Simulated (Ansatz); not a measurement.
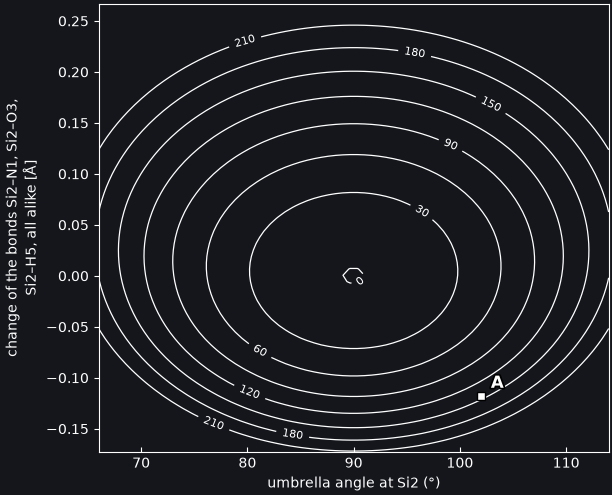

H₂NOSi, SMILES N=[SiH][O-], charge −1. First axis: umbrella angle at Si2 (between each of its bonds and their common axis; 90 is planar). Second axis: change of the bonds Si2–N1, Si2–O3, Si2–H5, all alike. Nothing is relaxed (all other coordinates rigid). The grid has 9 × 9 points; 46 points were computed and 35 follow by symmetry. Points are written as (first, second). All energies are given in kJ/mol relative to the lowest grid point. Theory: RKS wB97M-V/def2-SVPD (Ansatz 0.2.0).

In the figure: contour lines labelled in kJ/mol (none above 210), the point A. Between grid points the surface is interpolated.

> Which way does the force act at A, and how strong is it?

A, at (102°, −0.118 Å), is not a stationary point. The computed force is 9 kJ/mol for each degree towards smaller values of the first coordinate and 1800 kJ/mol for each Å towards larger values of the second coordinate.
